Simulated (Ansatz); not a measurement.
Input

```
crystal:
  periodic: [false, false, false]
  atoms:
    - { symbol: Si, position_ang: [0.0, 0.0, 0.0] }
    - { symbol: Si, position_ang: [1.3097, 0.0, 2.0349] }
    - { symbol: H, position_ang: [-0.0051, -0.4067, 2.5222] }
    - { symbol: H, position_ang: [2.3193, -0.9353, 2.5222] }
    - { symbol: H, position_ang: [1.6149, 1.342, 2.5222] }
    - { symbol: H, position_ang: [1.6588, 0.0, 0.0648] }
    - { symbol: Si, position_ang: [-1.0456, 1.8115, -0.7393] }
    - { symbol: H, position_ang: [-2.4302, 1.478, -1.0607] }
    - { symbol: H, position_ang: [-1.0215, 2.8436, 0.2931] }
    - { symbol: H, position_ang: [-0.3743, 2.3069, -1.9374] }
    - { symbol: H, position_ang: [-0.6877, -1.1914, -0.4862] }
basis:
  gaussian: { orbitals: def2-SVP }
hamiltonian:
  xc: pbe0
  dispersion: d4
relax:
  f_tol: 0.15
  max_steps: 25
  restrain:
    - { distance: [1, 5], at: 1.46, k: 30.0 }
    - { distance: [0, 1], at: 3.42, k: 30.0 }
    - { distance: [0, 5], at: 2.66, k: 30.0 }
output:
  orbitals: {}
```

Run with:

```sh
ansatz run input.yaml --threads 2 --pin off --max-ram 3072MiB --backend cpu --events-out ev --progress --plain --runs-dir out
```

The fields are those of the run's last geometry, not of the input's.

Not at a stationary point (largest force 0.7 eV/Å).

Level of theory: RKS PBE0-D4/def2-SVP (Ansatz).

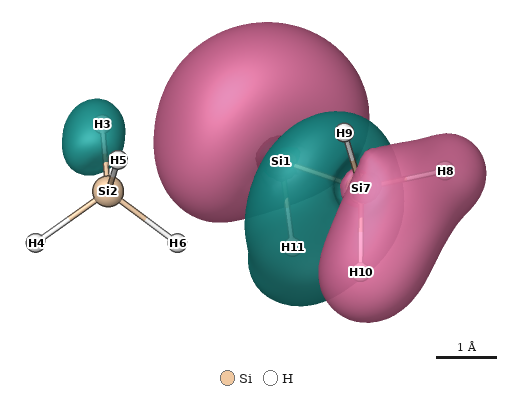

H4Si2···SiH4. One frontier orbital at ±0.06 Å⁻³ᐟ² (teal and pink are the two phases), seen from one side.

Question: Which orbital is it: HOMO or LUMO?

Answer: The HOMO, at −6.52 eV. By Hirshfeld shares it lies mainly on Si1 (about 65 %) and Si7 (about 20 %).
